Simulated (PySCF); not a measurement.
# C2H8NSi2, doublet, SMILES `[N]=C[SiH2]C[SiH3]`: electronic structure

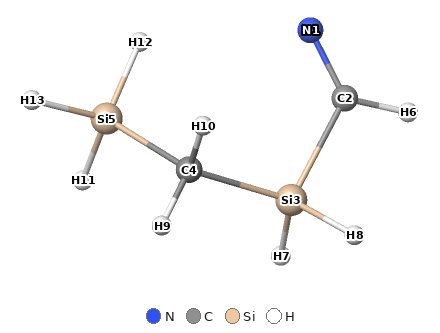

The molecule, with its atoms numbered as below. No frequency check shows the geometry to be a minimum.

Coordinates in Å:

```
N1      -1.3230    1.7371   -0.2940
C2      -1.8725    0.7326    0.0882
Si3     -0.9696   -1.0024    0.1716
C4       0.7272   -0.8485   -0.6382
Si5      1.9215    0.3948    0.1869
H6      -2.9076    0.6469    0.4302
H7      -0.9233   -1.3350    1.5992
H8      -1.8781   -1.9188   -0.5324
H9       1.1984   -1.8319   -0.6608
H10      0.5928   -0.5487   -1.6780
H11      2.1933   -0.0726    1.5519
H12      1.3496    1.7322    0.1954
H13      3.1813    0.3705   -0.5659
```

### 1. Bonding charge

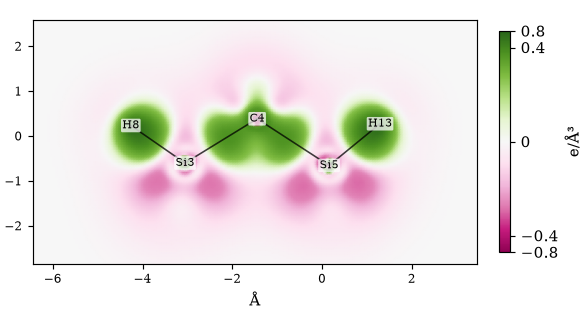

Deformation density (molecule less spherical, spin-averaged free atoms) in the plane of Si3, C4, Si5, H8 and H13; colour scale in e/Å³, logarithmic beyond ±0.1; green: gain, pink: loss.

Computed with PySCF, BP86/def2-SVPD, geometry: GFN2-xTB. The stability of the open-shell solution wasn't checked. GFN2-xTB doesn't know the spin state, so this open-shell geometry is rough.

Q: How much density has each bond in this plane gained at its critical point, relative to the free atoms?

A: Si3–H8: +0.17 e/Å³ at the bond critical point (bond length 1.47 Å). Si5–H13: +0.17 e/Å³ at the bond critical point (bond length 1.47 Å). Si3–C4: +0.14 e/Å³ at the bond critical point (bond length 1.89 Å). C4–Si5: +0.11 e/Å³ at the bond critical point (bond length 1.91 Å); up to 0.6 Å beside the axis the gain reaches +0.31 e/Å³. In all, 2.8 electrons gather in the regions of gain relative to the promolecule. A small or negative value marks a very polar bond, one between electron-rich atoms, whose free-atom densities already overlap strongly, a long bond to a heavier atom, or a closed-shell contact such as a hydrogen bond.

### 2. Local ionisation energy

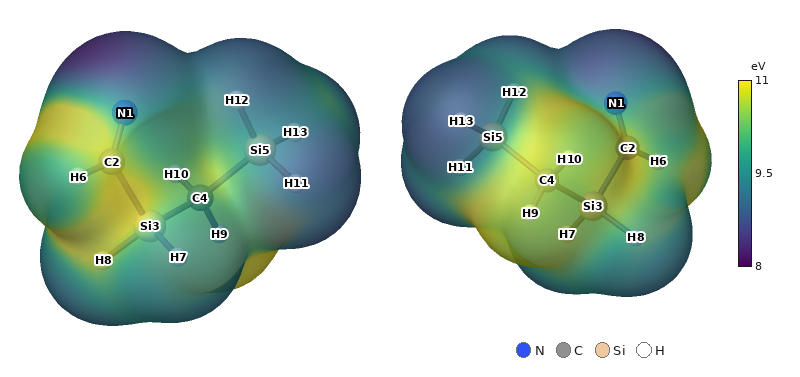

Average local ionisation energy on the surface of electron density 0.001 a.u. (back view left, front view right).

Q: Locate the minima of the map.

A: The lowest value is 8.2 eV, 1.9 Å from N1. Further minima include 8.7 eV, 1.9 Å from N1; 8.8 eV, 1.5 Å from H13; 8.8 eV, 1.5 Å from H11. For comparison, the highest occupied orbital lies at −5.2 eV.

Q: What volume does the surface enclose, and what is the dipole moment?

A: About 156 Å³; the dipole moment is 2.5 D.

### 3. Spin density

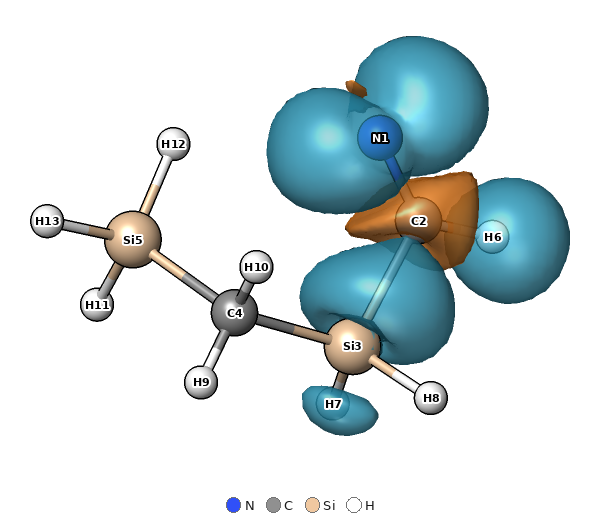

Spin density ρα − ρβ at ±0.01 e/Å³ (light blue: excess α, orange: excess β).

Q: How is the spin shared among the atoms?

A: Hirshfeld spin populations: N1 +0.66, Si3 +0.13, H6 +0.10 and C2 +0.07. ⟨S²⟩ = 0.76, as for a pure state. The picture also shows regions of β spin from spin polarisation; the Hirshfeld sums, whose atoms overlap, net them against the α spin of neighbours.

### 4. In an electric field

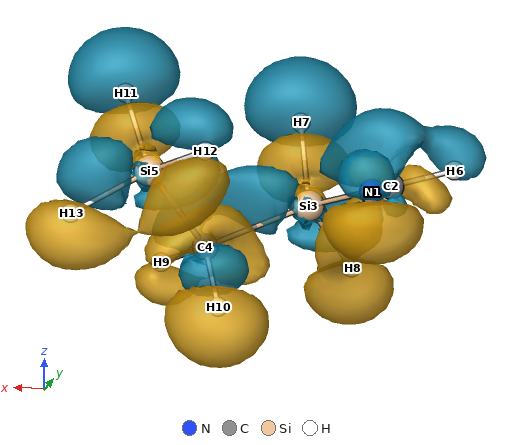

Change of the electron density in a uniform field of 0.41 V/Å, surfaces at ±0.003 e/Å³ (yellow: gain, teal: loss).

Level of theory: HF/def2-SVP (PySCF), at a geometry from GFN2-xTB. A basis without diffuse functions makes polarisabilities too small. The stability of the open-shell solution wasn't checked. GFN2-xTB doesn't know the spin state, so this open-shell geometry is rough.

Q: Along which Cartesian direction does the field point?

A: Along +z: electrons gather on the −z side, against the field.

Q: What dipole is induced, and what polarisability does it imply?

A: The induced dipole is 1.19 D (along the field); α along this axis, from the fields in both directions, is 58 bohr³ (8.7 Å³).

Q: Which atoms gain and lose the most charge?

A: Electrons gather most on H10 (Hirshfeld charge changes by −0.015 e) and leave H7 most (+0.018 e); 0.129 electrons are displaced in all.

### 5. Removing or adding an electron

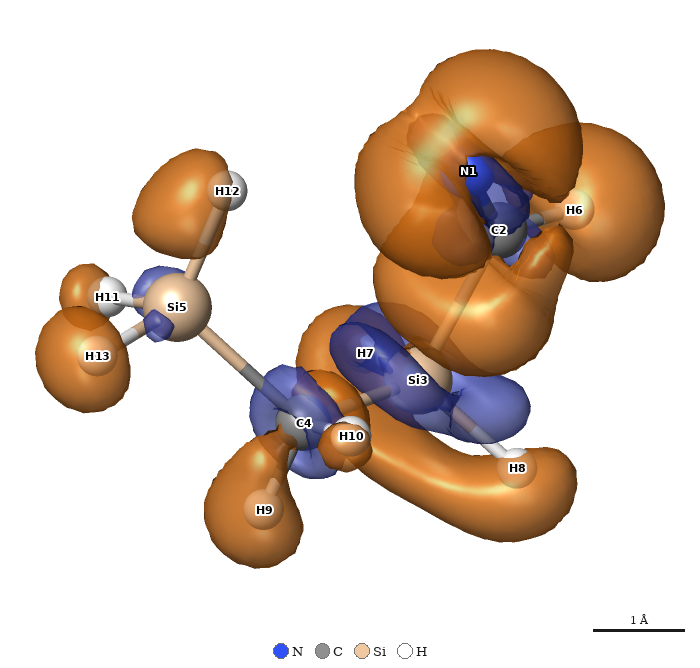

Fukui function f⁻ = ρ(N) − ρ(N−1) at fixed geometry, surfaces at ±0.015 e/Å³ (orange positive, blue negative).

PySCF calculation, PBE/def2-SVP, gas phase; geometry: GFN2-xTB. GFN2-xTB doesn't know the spin state, so this open-shell geometry is rough.

Q: Which atoms respond most to the removal of an electron?

A: f⁻ (Hirshfeld-condensed) is largest on N1 (0.26); the vertical ionisation energy is 8.26 eV (to the singlet cation, which needn't be its lowest state). Condensed values hint at sites of electrophilic attack but needn't mark the atom that reacts. Orbital relaxation makes it negative in places (0.21 e in all).

The PySCF runs shown took 62 s, 13 s and 80 s on 1 thread of Arm Neoverse V1 (shared host).
